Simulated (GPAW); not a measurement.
# CsGeCl3 (R3m): G0W0 with GPAW, start to end

Aim: the G0W0 gap of CsGeCl3 (R3m) on LDA, step by step.

Calculated with GPAW 26.7.0; LDA and many-body steps on it, plane waves.

### Step 1. The starting structure

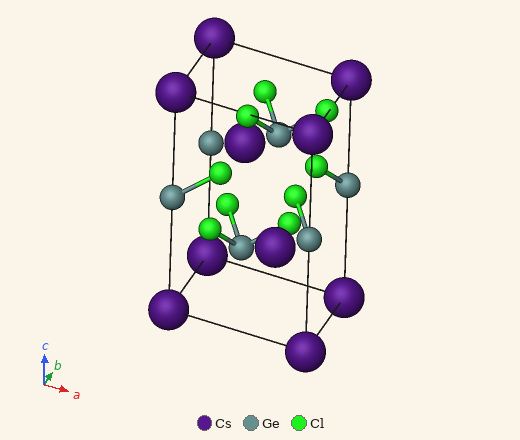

The cell as given, slightly off an axis (caesium purple, germanium teal, chlorine green). This picture shows the conventional cell, with its axes. Bonds to atoms that aren't drawn are left out. Some periodic images of atoms are drawn too.

The cell and positions are those that the Materials Project relaxed with its own functionals (PBE, PBE+U or r2SCAN), kept fixed. Spin-orbit coupling is left out unless a step names it.

### Step 2. Ground state

This step: GPAW 26.7.0; DFT, LDA, plane waves, PAW.

The ground-state density comes first.

Contents of run.py:

```python
import json
import numpy as np
from gpaw.mpi import world
from ase import Atoms
from gpaw import GPAW, PW, FermiDirac

atoms = Atoms(['Cs', 'Ge', 'Cl', 'Cl', 'Cl'],
    cell=[[3.8468163907, 2.2209604787, 3.1783005336],
      [-3.8468163907, 2.2209604787, 3.1783005336],
      [0.0000000000, -4.4419209574, 3.1783005336]],
    scaled_positions=[[0.9984033500, 0.9984033500, 0.9984033500],
      [0.5155331500, 0.5155331500, 0.5155331500],
      [0.4967126700, 0.4967126700, 0.9486381700],
      [0.4967126700, 0.9486381700, 0.4967126700],
      [0.9486381700, 0.4967126700, 0.4967126700]],
    pbc=(True, True, True))
calc = GPAW(mode=PW(450),
    xc='LDA',
    kpts={'size': (4, 4, 4), 'gamma': True},
    occupations=FermiDirac(0.001),
    nbands=-8,
    convergence={'density': 1e-6, 'bands': -3},
    maxiter=100,
    txt='gs.txt')
atoms.calc = calc
res = {'energy': atoms.get_potential_energy()}
kpts = calc.get_ibz_k_points()
res['kpts'] = kpts
res['eigenvalues'] = [calc.get_eigenvalues(kpt=k) for k in range(len(kpts))]
res['n_electrons'] = calc.get_number_of_electrons()
calc.write('gs.gpw')

if world.rank == 0:
    with open('result.json', 'w') as f:
        json.dump(res, f, default=lambda x: x.tolist())
```

Command:

```bash
$ mpirun -n 8 gpaw python run.py
```

Numbers of over 12 decimals in the logs are rounded to 6 here.

Output:

```text
__  _  _
 | _ |_)|_||  |
 |__||  | ||/\| - 26.7.0

Input parameters:
  mode=PW(ecut=450.000000),
  convergence={'density': 1e-06, 'bands': -3},
  kpts=MonkhorstPack(size=(4, 4, 4), gamma=True),
  maxiter=100,
  nbands=-8,
  occupations=Occupations(name='fermi-dirac', width=0.001, fixmagmom=False),
  xc=XC(name='LDA')
  [... matrices ...]
Diagonalizing LCAO Hamiltonian
Converting LCAO to pw mode

            Cs

         Cl      Cl

           Cle

Atoms  # Å, Bohr magnetons
|   | symbol |         x |         y |        z |    initial magnetic moments |
| 0 |     Cs |  0.000000 | -0.000000 | 9.519678 | ( 0.0000,  0.0000,  0.0000) |
| 1 |     Ge | -0.000000 | -0.000000 | 4.915558 | ( 0.0000,  0.0000,  0.0000) |
| 2 |     Cl | -0.000000 | -2.007417 | 6.172461 | ( 0.0000,  0.0000,  0.0000) |
| 3 |     Cl | -1.738474 |  1.003709 | 6.172461 | ( 0.0000,  0.0000,  0.0000) |
| 4 |     Cl |  1.738474 |  1.003709 | 6.172461 | ( 0.0000,  0.0000,  0.0000) |

Unit cell  # Å
| periodic |         x |         y |        z |  lengths |    angles |
|      yes |  3.846816 |  2.220960 | 3.178301 | 5.461891 | 89.546228 |
|      yes | -3.846816 |  2.220960 | 3.178301 | 5.461891 | 89.546228 |
|      yes |  0.000000 | -4.441921 | 3.178301 | 5.461891 | 89.546228 |

Number of symmetries: 6
Symmetry operations  # r_c * U_cc + t_c -> r_c
|   | kind |            matrix            |
| 0 |  E   |  1, 0, 0,  0, 1, 0,  0, 0, 1 |
| 1 |  σ   |  1, 0, 0,  0, 0, 1,  0, 1, 0 |
| 2 |  σ   |  0, 1, 0,  1, 0, 0,  0, 0, 1 |
| 3 |  C3  |  0, 1, 0,  0, 0, 1,  1, 0, 0 |
| 4 |  C3  |  0, 0, 1,  1, 0, 0,  0, 1, 0 |
| 5 |  σ   |  0, 0, 1,  0, 1, 0,  1, 0, 0 |

BZ-sampling:
  Number of BZ points: 64
  Number of IBZ points: 13

  Monkhorst-Pack size: [4, 4, 4]
  Monkhorst-Pack shift: [0.125, 0.125, 0.125]

K-points  # in reciprocal-cell coordinates
|     |                                coordinates |     weight |
|   0 | (  0.00000000,   0.00000000,   0.00000000) | 0.01562500 |
|   1 | (  0.25000000,   0.00000000,  -0.25000000) | 0.09375000 |
|   2 | (  0.25000000,   0.00000000,   0.00000000) | 0.09375000 |
|   3 | (  0.25000000,   0.25000000,  -0.25000000) | 0.09375000 |
|   4 | (  0.25000000,   0.25000000,   0.00000000) | 0.09375000 |
|   5 | (  0.25000000,   0.25000000,   0.25000000) | 0.03125000 |
|   6 | (  0.50000000,   0.00000000,   0.00000000) | 0.04687500 |
|   7 | (  0.50000000,   0.25000000,  -0.25000000) | 0.09375000 |
|   8 | (  0.50000000,   0.25000000,   0.00000000) | 0.18750000 |
|   9 | (  0.50000000,   0.25000000,   0.25000000) | 0.09375000 |
| ... |                                            |            |
|  12 | (  0.50000000,   0.50000000,   0.50000000) | 0.01562500 |

Plane wave coefficients: 3542
Cutoff: 450.000000 eV

Spin-components: 1 (collinear spins)
Bands:           25
Projectors:      25
Spin-degeneracy: 2
Datatype:        complex128

  Storage: CPU
  Wave functions: 18_371_600 bytes (2_296_450 per core)
  Projectors: 21_311_056 bytes (2_663_882 per core)
  [... matrices ...]
Parallelization:
  kpt:    8
  domain: 1
  band:   1

Density:
  Valence electrons: 34.0
  Components: 1
  Grid points: [27 27 27]
  Charge: 0.0  # |e|

Potential:
  Grid points: [27 27 27]

species:
  Cs:
    name:    Caesium
    Z:       55.0
    valence: 9
    core:    46
    charge:  0.0  # [|e|]
    compensation charges:
      type: gauss
      rc: 0.33  # [Å]
      lmax: 2
    cutoffs:
      filter: 2.06  # [Å]
      core: 2.51  # [Å]
    projectors
    | kind |    occ | energy [eV] | rcut [Å] |
    |   5s |  2.000 |     -26.872 |    1.164 |
    |   6s |  1.000 |      -2.224 |    1.164 |
    |   5p |  6.000 |     -13.611 |    1.058 |
    |    p |        |      13.601 |    1.058 |
    |    d |        |       0.000 |    1.058 |

    Using partial waves for Cs as LCAO basis

  Ge:
    name:    Germanium
    Z:       32.0
    valence: 4
    core:    28
    charge:  0.0  # [|e|]
    compensation charges:
      type: gauss
      rc: 0.32  # [Å]
      lmax: 2
    cutoffs:
      filter: 1.77  # [Å]
      core: 3.42  # [Å]
    projectors
    | kind |    occ | energy [eV] | rcut [Å] |
    |   4s |  2.000 |     -11.940 |    1.005 |
    |   4p |  2.000 |      -4.047 |    1.005 |
    |    s |        |      15.272 |    1.005 |
    |    p |        |      23.164 |    1.005 |
    |    d |        |       0.000 |    1.005 |

    Using partial waves for Ge as LCAO basis

  Cl:
    name:    Chlorine
    Z:       17.0
    valence: 7
    core:    10
    charge:  0.0  # [|e|]
    compensation charges:
      type: gauss
      rc: 0.25  # [Å]
      lmax: 2
    cutoffs:
      filter: 1.40  # [Å]
      core: 1.49  # [Å]
    projectors
    | kind |    occ | energy [eV] | rcut [Å] |
    |   3s |  2.000 |     -20.688 |    0.794 |
    |   3p |  5.000 |      -8.701 |    0.794 |
    |    s |        |       6.523 |    0.794 |
    |    p |        |      18.511 |    0.794 |
    |    d |        |       0.000 |    0.794 |

    Using partial waves for Cl as LCAO basis

Reference energy: -306209.471880  # eV

eigensolver:
  PPCG
  Converge bands: -3
  niter=2

density mixing:
  MSR1-Mixer
  Pratt-step length: 0.05
  Maximum mixing coefficient: 0.75
  Old densities: 10
  SVD Regularization: 0.005
  Good broyden scale: 1.0
  Trust region scale: 1.0
  Backstep threshold: 4.0
  History deletion threshold: 6.0
  Fourier metric: weight=20.0, sigma=0.015

occupation numbers:
  Fermi-Dirac:
    width: 0.0010  # eV

poisson solver:
  ecut: 3600.000000  # eV

xc functional:
  name: None

Initialization done in: 0.876 s

convergence criteria:
- Maximum integral of absolute [dens]ity change: 1e-06 electrons / valence electron
- Maximum [total energy] change in last 3 cyles: 0.0005 eV / valence electron
- Maximum integral of absolute [eigenst]ate change: 4e-08 eV^2 / valence electron
maximum number of iterations: 100

SCF iterations
|iter     |     time |      energy | eigst |  dens |
|iter:   1|  |  -20.026540 | +0.75 |       |
|iter:   2|  |  -19.942332 | -0.48 | -1.24 |
|iter:   3|  |  -19.540052 | -0.98 | -1.28 |
|iter:   4|  |  -19.530166 | -1.79 | -1.83 |
|iter:   5|  |  -19.529485c| -2.28 | -2.29 |
|iter:   6|  |  -19.529447c| -2.84 | -2.73 |
|iter:   7|  |  -19.529452c| -3.22 | -3.40 |
|iter:   8|  |  -19.529452c| -3.65 | -3.93 |
|iter:   9|  |  -19.529452c| -4.21 | -4.74 |
|iter:  10|  |  -19.529452c| -4.83 | -5.39 |
|iter:  11|  |  -19.529452c| -5.25 | -6.06c|
|iter:  12|  |  -19.529452c| -5.77 | -6.80c|
|iter:  13|  |  -19.529452c| -6.22 | -7.30c|
|iter:  14|  |  -19.529452c| -6.76 | -8.08c|
|iter:  15|  |  -19.529452c| -7.29 | -8.58c|
|iter:  16|  |  -19.529452c| -7.61c| -8.93c|

Converged in 16 steps
SCF loop duration: 5.477 s (0.342 s/step)
Energy contributions relative to reference atoms: (reference = -306209.471880)
  [... matrices ...]
Energy contributions:
  Kinetic:          15.801949
  Coulomb:         -17.442169
  Zero:             -0.032678
  External:          0.000000
  Xc:              -17.856554
  Entropy:          -0.000000
  Spinorbit:         0.000000
  ----------------------------
  Free energy:     -19.529452
  Extrapolated:    -19.529452

dipole moment: (0.000000, -0.000000, 74.914853)  # |e|*Ang

Fermi level: 3.921
Eigenvalues  # (at kpt = [0.000, 0.000, 0.000])
| band index |      eig [eV] | occ [0-2] |
|          0 |       -18.594 |     2.000 |
|        ... |               |           |
|          9 |        -2.399 |     2.000 |
|         10 |        -1.520 |     2.000 |
|         11 |        -0.202 |     2.000 |
|         12 |        -0.202 |     2.000 |
|         13 |        -0.019 |     2.000 |
|         14 |         0.082 |     2.000 |
|         15 |         0.082 |     2.000 |
|         16 |         0.276 |     2.000 |
|         17 |         5.796 |     0.000 |
|         18 |         6.668 |     0.000 |
|         19 |         6.668 |     0.000 |
|         20 |         7.373 |     0.000 |
|         21 |         7.575 |     0.000 |
|         22 |         7.575 |     0.000 |
|         23 |         8.396 |     0.000 |
|         24 |         8.514 |     0.000 |

Gap: 1.948 eV
Transition (v -> c):
  (s=0, k=12, n=16, [0.50, 0.50, 0.50]) -> (s=0, k=12, n=17, [0.50, 0.50, 0.50])
No difference between direct/indirect transitions
# Writing to gs.gpw (mode='')
  [... matrices ...]
```

Run time: 8.1 s. Hardware: 8 MPI ranks of Arm Neoverse V1, shared host; peak memory 1.4 GiB.

Numbers from this step:

- total energy: -19.53 eV
- gap: 1.948 eV
- k of the valence top: 0.5, 0.5, 0.5
- k of the conduction bottom: 0.5, 0.5, 0.5
- least direct gap: 1.948 eV

The gap is direct, at (0.500, 0.500, 0.500).

### Step 3. Bands along the symmetry lines

The cheap functional maps the bands first; the places of the edges decide which points the dearer methods must see.

Contents of run.py:

```python
import json
import numpy as np
from gpaw.mpi import world
from gpaw import GPAW

path = [[0.000000, 0.000000, 0.000000],
    [0.062500, 0.062500, 0.062500],
    [0.125000, 0.125000, 0.125000],
    [0.187500, 0.187500, 0.187500],
    [0.250000, 0.250000, 0.250000],
    [0.312500, 0.312500, 0.312500],
    [0.375000, 0.375000, 0.375000],
    [0.437500, 0.437500, 0.437500],
    [0.500000, 0.500000, 0.500000],
    [0.500975, 0.499025, 0.500000],
    [0.501949, 0.498051, 0.500000],
    [0.502924, 0.497076, 0.500000],
    [0.503898, 0.496102, 0.500000],
    [0.504873, 0.495127, 0.500000],
    [0.505847, 0.494153, 0.500000],
    [0.506822, 0.493178, 0.500000],
    [0.507796, 0.492204, 0.500000],
    [0.500000, -0.492204, 0.492204],
    [0.500000, -0.430678, 0.430678],
    [0.500000, -0.369153, 0.369153],
    [0.500000, -0.307627, 0.307627],
    [0.500000, -0.246102, 0.246102],
    [0.500000, -0.184576, 0.184576],
    [0.500000, -0.123051, 0.123051],
    [0.500000, -0.061525, 0.061525],
    [0.500000, 0.000000, 0.000000],
    [0.437500, 0.000000, 0.000000],
    [0.375000, 0.000000, 0.000000],
    [0.312500, 0.000000, 0.000000],
    [0.250000, 0.000000, 0.000000],
    [0.187500, 0.000000, 0.000000],
    [0.125000, 0.000000, 0.000000],
    [0.062500, 0.000000, 0.000000],
    [0.000000, 0.000000, 0.000000],
    [0.062013, -0.062013, 0.000000],
    [0.124025, -0.124025, 0.000000],
    [0.186038, -0.186038, 0.000000],
    [0.248051, -0.248051, 0.000000],
    [0.310064, -0.310064, 0.000000],
    [0.372076, -0.372076, 0.000000],
    [0.434089, -0.434089, 0.000000],
    [0.496102, -0.496102, -0.000000],
    [0.503898, 0.000000, 0.496102],
    [0.503411, 0.000000, 0.496589],
    [0.502924, 0.000000, 0.497076],
    [0.502436, 0.000000, 0.497564],
    [0.501949, 0.000000, 0.498051],
    [0.501462, 0.000000, 0.498538],
    [0.500975, 0.000000, 0.499025],
    [0.500487, 0.000000, 0.499513],
    [0.500000, 0.000000, 0.500000],
    [0.437500, 0.000000, 0.437500],
    [0.375000, 0.000000, 0.375000],
    [0.312500, 0.000000, 0.312500],
    [0.250000, 0.000000, 0.250000],
    [0.187500, 0.000000, 0.187500],
    [0.125000, 0.000000, 0.125000],
    [0.062500, 0.000000, 0.062500],
    [0.000000, 0.000000, 0.000000]]
calc = GPAW('gs.gpw').fixed_density(kpts=path,
    symmetry='off',
    nbands=27,
    convergence={'bands': 23},
    txt='bands.txt')
res = {}
kpts = calc.get_ibz_k_points()
res['kpts'] = kpts
res['eigenvalues'] = [calc.get_eigenvalues(kpt=k) for k in range(len(kpts))]
res['n_electrons'] = calc.get_number_of_electrons()

if world.rank == 0:
    with open('result.json', 'w') as f:
        json.dump(res, f, default=lambda x: x.tolist())
```

Command:

```bash
$ mpirun -n 8 gpaw python run.py
```

Output:

```text
Diagonalizing LCAO Hamiltonian
Converting LCAO to pw mode
convergence criteria:
- Maximum integral of absolute [eigenst]ate change: 4e-08 eV^2 / valence electron
maximum number of iterations: 100

SCF iterations
|iter     |     time |      energy | eigst |  dens |
|iter:   1|  |             | +1.13 |       |
|iter:   2|  |             | +0.04 |       |
|iter:   3|  |             | -0.91 |       |
[...]
|iter:  10|  |             | -6.66 |       |
|iter:  11|  |             | -7.28 |       |
|iter:  12|  |             | -7.86c|       |
SCF steps: 12
  __  _  _
 | _ |_)|_||  |
 |__||  | ||/\| - 26.7.0

Input parameters:
  mode=PW(ecut=450.000000),
  convergence={'bands': 23},
  gpts=array([27, 27, 27]),
  kpts=KPoints(kpts=array([[ 0.      ,  0.      ,  0.      ],
         [ 0.0625  ,  0.0625  ,  0.0625  ],
         [ 0.125   ,  0.125   ,  0.125   ],
         [ 0.1875  ,  0.1875  ,  0.1875  ],
[...]
[ 0.500975,  0.499025,  0.5     ],
         [ 0.501949,  0.498051,  0.5     ],
         [ 0.502924,  0.497076,  0.5     ],
[...]
[ 0.5     , -0.492204,  0.492204],
         [ 0.5     , -0.430678,  0.430678],
         [ 0.5     , -0.369153,  0.369153],
[...]
[ 0.5     , -0.123051,  0.123051],
         [ 0.5     , -0.061525,  0.061525],
[...]
[ 0.434089, -0.434089,  0.      ],
         [ 0.496102, -0.496102, -0.      ],
         [ 0.503898,  0.      ,  0.496102],
         [ 0.503411,  0.      ,  0.496589],
         [ 0.502924,  0.      ,  0.497076],
[...]
[ 0.500975,  0.      ,  0.499025],
         [ 0.500487,  0.      ,  0.499513],
[...]
[ 0.125   ,  0.      ,  0.125   ],
         [ 0.0625  ,  0.      ,  0.0625  ],
         [ 0.      ,  0.      ,  0.      ]])),
  maxiter=100,
  nbands=27,
  occupations=Occupations(name='fermi-dirac', width=0.001, fixmagmom=False),
  parallel={},
  symmetry=Symmetry(point_group=False, time_reversal=False),
  xc=XC(name='LDA')
  [... matrices ...]
timing:  # [seconds]
  Total: 0.033  # ━━━━━━━━━━━━━━━━━━━━━━━━━━━━━━━━━━━━━━━━━━━━━━━━━━━━━━━━━━━
```

It took 18 s on 8 MPI ranks; peak memory 1.6 GiB; 2.3 min of CPU time.

This step gave:

| Quantity | Value |
| --- | --- |
| gap | 1.940 eV |
| k of the valence top | 0.5, 0.5, 0.5 |
| k of the conduction bottom | 0.5, -0.4922, 0.4922 |
| least direct gap | 1.942 eV |

The gap is 1.940 eV, −0.008 eV from the run before at this level.

The electronic bands at the labelled points (eV, zero at the top of the highest filled band):

```
     point  band 14  band 15  band 16  band 17  band 18  band 19  band 20  band 21
         Γ    -2.62    -2.52    -2.52    -2.32     3.20     4.07     4.07     4.78
         T    -2.24    -2.24    -2.18     0.00     1.95     1.95     1.95     5.04
        H2    -2.24    -2.24    -2.18     0.00     1.94     1.95     1.96     5.04
jump to H0    -2.24    -2.24    -2.18     0.00     1.94     1.95     1.96     5.04
         L    -2.76    -2.65    -2.63    -1.59     2.78     4.51     5.00     5.14
         Γ    -2.62    -2.52    -2.52    -2.32     3.20     4.07     4.07     4.78
        S0    -2.71    -2.70    -2.22    -0.75     2.32     2.43     4.85     5.36
jump to S2    -2.71    -2.70    -2.22    -0.75     2.32     2.43     4.85     5.36
         F    -2.71    -2.70    -2.22    -0.75     2.32     2.43     4.85     5.36
         Γ    -2.62    -2.52    -2.52    -2.32     3.20     4.07     4.07     4.78
```

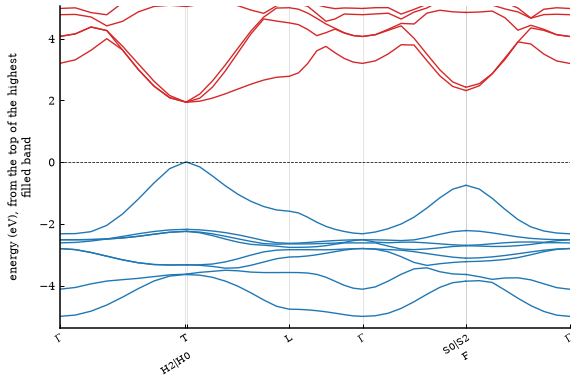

Electronic bands along the path; lines of filled and empty bands in two colours.

### Step 4. Empty states on the mesh, 4×4×4 mesh, 558 bands

The sums over transitions need many empty states on a uniform mesh; this step solves for them.

Contents of run.py:

```python
import json
import numpy as np
from gpaw.mpi import world
from gpaw import GPAW

calc = GPAW('gs.gpw').fixed_density(kpts={'size': (4, 4, 4), 'gamma': True},
    parallel={'domain': 1, 'band': 1},
    txt='nscf.txt')
calc.diagonalize_full_hamiltonian(nbands=558)
calc.write('full.gpw', mode='all')
res = {}
kpts = calc.get_ibz_k_points()
res['kpts'] = kpts
res['eigenvalues'] = [calc.get_eigenvalues(kpt=k) for k in range(len(kpts))]
res['n_electrons'] = calc.get_number_of_electrons()

if world.rank == 0:
    with open('result.json', 'w') as f:
        json.dump(res, f, default=lambda x: x.tolist())
```

Command:

```bash
$ mpirun -n 8 gpaw python run.py
```

Output:

```text
Diagonalizing LCAO Hamiltonian
Converting LCAO to pw mode
convergence criteria:
- Maximum integral of absolute [eigenst]ate change: 4e-08 eV^2 / valence electron
maximum number of iterations: 100

SCF iterations
|iter     |     time |      energy | eigst |  dens |
|iter:   1|  |             | +0.82 |       |
|iter:   2|  |             | -0.44 |       |
|iter:   3|  |             | -1.19 |       |
[...]
|iter:  14|  |             | -6.42 |       |
|iter:  15|  |             | -6.97 |       |
|iter:  16|  |             | -7.45c|       |
SCF steps: 16
  __  _  _
 | _ |_)|_||  |
 |__||  | ||/\| - 26.7.0

Input parameters:
  mode=PW(ecut=450.000000),
  convergence={'density': 1e-06, 'bands': -3},
  gpts=array([27, 27, 27]),
  kpts=MonkhorstPack(size=(4, 4, 4), gamma=True),
  maxiter=100,
  nbands=25,
  occupations=Occupations(name='fermi-dirac', width=0.001, fixmagmom=False),
  parallel={'domain': 1, 'band': 1},
  xc=XC(name='LDA')
Matrix size: 3533x3533
# Writing to full.gpw (mode='all')
  [... matrices ...]

timing:  # [seconds]
  Total: 94.045  # ━━━━━━━━━━━━━━━━━━━━━━━━━━━━━━━━━━━━━━━━━━━━━━━━━━━━━━━━━━
```

Wall time 1.7 min (8 MPI ranks); peak memory 8.1 GiB; 14 min of CPU time.

This step gave:

| Property | Result |
| --- | --- |
| gap | 1.948 eV |
| k of the valence top | 0.5, 0.5, 0.5 |
| k of the conduction bottom | 0.5, 0.5, 0.5 |
| least direct gap | 1.948 eV |
| k points computed | 13 |
| lowest point of the top converged band, above the valence top | 121.6344 eV |

On this mesh the gap is 1.948 eV.

(Part 1 of 2 ends here.)

[Paths, hosts, dates, memory and timing lines, banners, echoed tables and standing remarks are left out of the program output.]

[Logs are printed without paths, hosts, clocks, repeated set-up lines and the standing remarks that a program may print on its own settings, such as how far it seeks lower states.]

[Runs of the session that timed out or met a known fault of the program may be left out.]

[Hosts, paths, dates, database ids (printed as entryN), source tags and the programs' standing remarks are cut or masked in the printed files.]
